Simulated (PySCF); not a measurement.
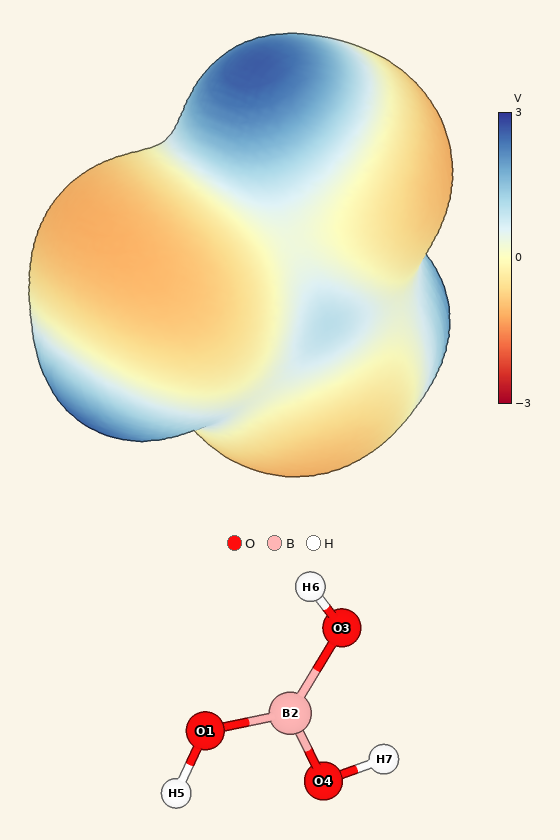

BH3O3 (SMILES OB(O)O). The electrostatic potential painted on the density surface at 0.002 e/bohr³, seen at a tilt; red is negative and blue positive. The bare structure is drawn below in the same view.

Geometry: PBE0-D3(BJ)/def2-SVP.

Level of theory: PBE0/pcSseg-2, SCF density, gas phase, non-relativistic (PySCF 2.14.0).

```xyz
7

O     1.2473    0.5081    0.2342
B     0.0144   -0.0189   -0.0154
O    -1.0285    0.8040   -0.3257
O    -0.1778   -1.3682    0.0476
H     1.8887   -0.1776    0.4422
H    -0.7584    1.7270   -0.3332
H    -1.0901   -1.6012   -0.1484
```

> Where is the surface potential most negative and most positive?

The most negative region (about −1.2 V, or −28 kcal/mol for a unit charge) lies over O1, O3 and O4, the most positive (about +2.6 V, or +60 kcal/mol for a unit charge) over H5, H6 and H7.

> What dipole moment does the calculation give?

Its dipole moment is zero.
